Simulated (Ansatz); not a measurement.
# Calculations on AlH4O2Cl

## 1. Relaxation

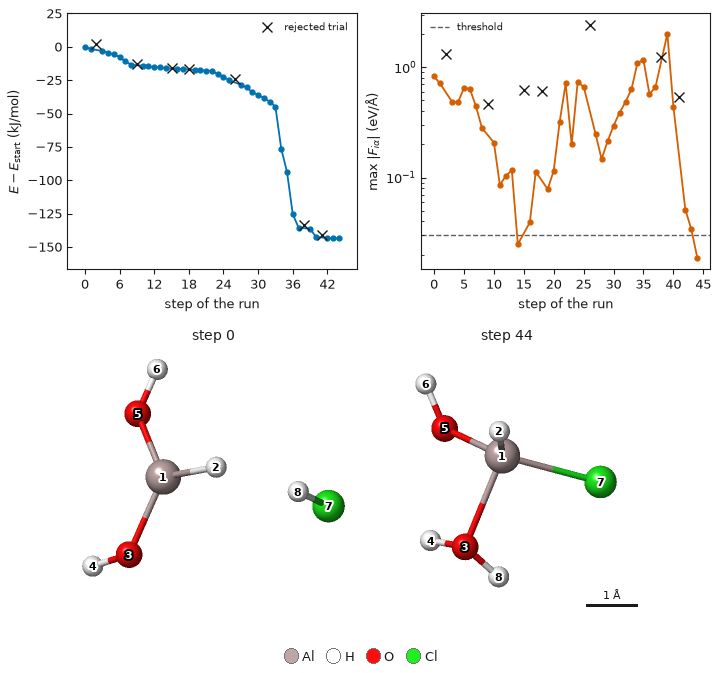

First and last geometry of a relaxation of AlH4O2Cl, with the history of the run. The picture is a ball-and-stick view, seen at a tilt.

The run prepares an end point of a later path (reaction) calculation, from a guessed geometry.

Level of theory: RKS r2SCAN/def2-mTZVP in Ansatz 0.2.0.

Input
```yaml
crystal:
  periodic: [false, false, false]
  atoms:
    - { symbol: Al, position_ang: [0.049958, -0.396729, 0.050046] }
    - { symbol: H, position_ang: [-0.049934, -0.227302, 1.604726] }
    - { symbol: O, position_ang: [1.616841, -0.519809, -0.575936] }
    - { symbol: H, position_ang: [1.819088, -0.719649, -1.496435] }
    - { symbol: O, position_ang: [-1.307578, -0.534426, -0.961884] }
    - { symbol: H, position_ang: [-2.211842, -0.433378, -0.645926] }
    - { symbol: Cl, position_ang: [-0.004452, 2.801982, 1.279751] }
    - { symbol: H, position_ang: [0.037918, 1.611111, 1.897256] }
basis:
  gaussian: { orbitals: def2-mTZVP }
hamiltonian:
  xc: r2scan
relax:
  f_tol: 0.03
  max_steps: 50
```

Command:
```bash
ansatz run input.yaml --threads 4 --pin off --max-ram 5120MiB --backend cpu --events-out ev --progress --plain --runs-dir out
```

Read the history and describe the run.

It converged. The largest move after the best rigid fit is that of H8, 2.63 Å. By element the largest moves are H 2.63 Å, Al 1.02 Å, O 0.87 Å, Cl 0.66 Å. Near-neighbour distances that change, for instance: O3–H8 3.626 → 0.973 Å, Cl7–H8 1.342 → 2.774 Å, Al1–Cl7 3.427 → 2.151 Å, Al1–O3 1.692 → 1.966 Å. New bonds form, among them: Al1–Cl7 (3.43 → 2.15 Å), O3–H8 (3.63 → 0.97 Å). Bonds break, among them: Cl7–H8 (1.34 → 2.77 Å). Bond angles that change, for instance: O3–Al1–O5 120.9° → 88.9°, Al1–O3–H4 124.3° → 101.9°, H2–Al1–O3 115.7° → 110.5°. After 37 accepted moves (44 points after the start) the energy has fallen by 143.6 kJ/mol. The largest force component goes from 0.83 to 0.019 eV/Å. The line search rejected the trial steps at points 2, 9, 15, 18, 26, 38, 41 of the run. The forces were under the threshold at step 14, but the run went on from there.

## 2. Relaxation

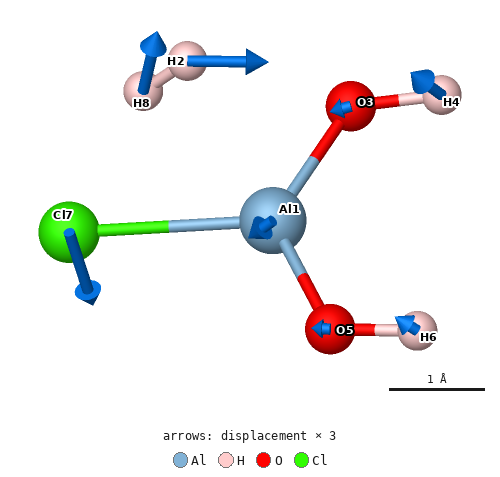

This is a relaxation of AlH$_{4}$O$_{2}$Cl. The starting structure is drawn; blue arrows show the displacements, magnified 3 times. The two geometries are superimposed by the best rigid fit.

Style: ball-and-stick. Shown from a free direction.

The run prepares an end point of a later path (reaction) calculation, from a guessed geometry.

Method: Ansatz, RKS r2SCAN/def2-mTZVP.

The input:
```yaml
crystal:
  periodic: [false, false, false]
  atoms:
    - { symbol: Al, position_ang: [-0.000953, 0.562746, -0.373482] }
    - { symbol: H, position_ang: [0.022893, -0.038516, 2.320404] }
    - { symbol: O, position_ang: [1.489462, -0.157351, -0.698922] }
    - { symbol: H, position_ang: [1.586431, -1.01948, -1.116081] }
    - { symbol: O, position_ang: [-1.556831, -0.050353, -0.605502] }
    - { symbol: H, position_ang: [-1.730783, -0.948404, -0.906103] }
    - { symbol: Cl, position_ang: [0.100522, 2.594046, 0.42434] }
    - { symbol: H, position_ang: [0.039259, 0.639113, 2.106946] }
basis:
  gaussian: { orbitals: def2-mTZVP }
hamiltonian:
  xc: r2scan
relax:
  f_tol: 0.03
  max_steps: 50
```

Launched with:
```bash
ansatz run input.yaml --threads 4 --pin off --max-ram 5120MiB --backend cpu --events-out ev --progress --plain --runs-dir out
```

> Describe the change and its energy.

The energy falls by 3.53 kcal/mol in 8 geometry steps. Largest force component: 1.4 eV/Å at the start, 0.029 eV/Å at the end. The forces were under the threshold at step 6, but the run went on from there. Cl7 moves most after the best rigid fit: 0.38 Å. By element the largest moves are Cl 0.38 Å, H 0.29 Å, Al 0.13 Å, O 0.08 Å. Some distances before and after: Al1–Cl7 2.185 → 2.087 Å, H2–H8 0.711 → 0.746 Å, Al1–O3 1.687 → 1.692 Å. Among the angles between lasting bonds that change: O3–Al1–O5 129.2° → 126.9°. Cost: 15 s on 4 threads of Arm Neoverse V2, on a shared host, peak memory 0.17 GiB.

Limits of the set-up: the start holds two separate molecules, 2.5 Å apart at their closest, whose relative position is a soft coordinate and is computed without a dispersion correction.

## 3. Path

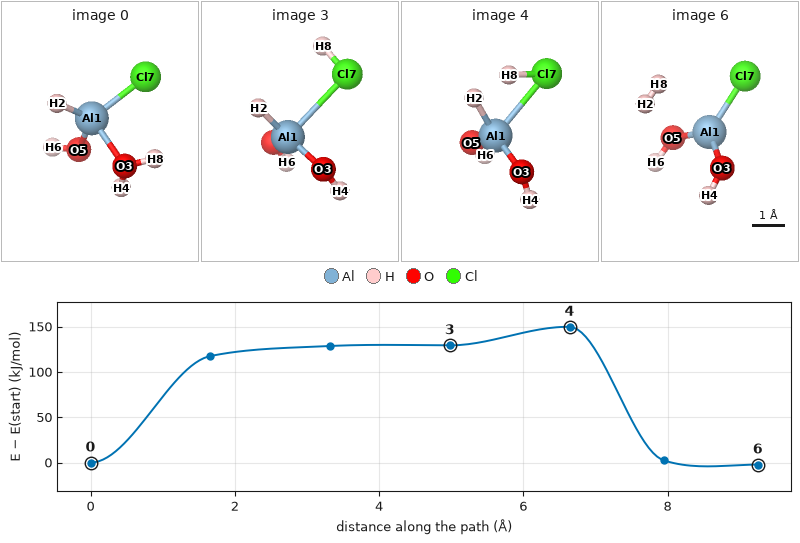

A nudged-elastic-band calculation for AlH4O2Cl. Images are numbered from 0 (start) to 6 (end). A ball-and-stick model, seen from a free direction.

All numbers below come from RKS r2SCAN/def2-mTZVP in Ansatz. Settings: 5 movable images; climbing image; force threshold 0.03 eV/Å; iteration limit 60; starting path through a guess of the saddle point.

**Describe the mechanism and the energy profile.**

Forward barrier 149.7 kJ/mol, backward barrier 151.9 kJ/mol, with image 4 at the top; the reaction energy is −2.2 kJ/mol. Breaking: Al1–H2 (1.58 → 1.63 at the top → 2.74 Å), O3–H8 (0.97 → 3.12 at the top → 3.35 Å). Forming: H2–H8 (3.55 → 1.38 at the top → 0.75 Å). The band is converged. At the top, the vibrational analysis gives one imaginary mode (370i cm⁻¹), as a transition state must have.

Cost: 6.7 min on 4 threads of Arm Neoverse V2, on a shared host, peak memory 0.17 GiB.
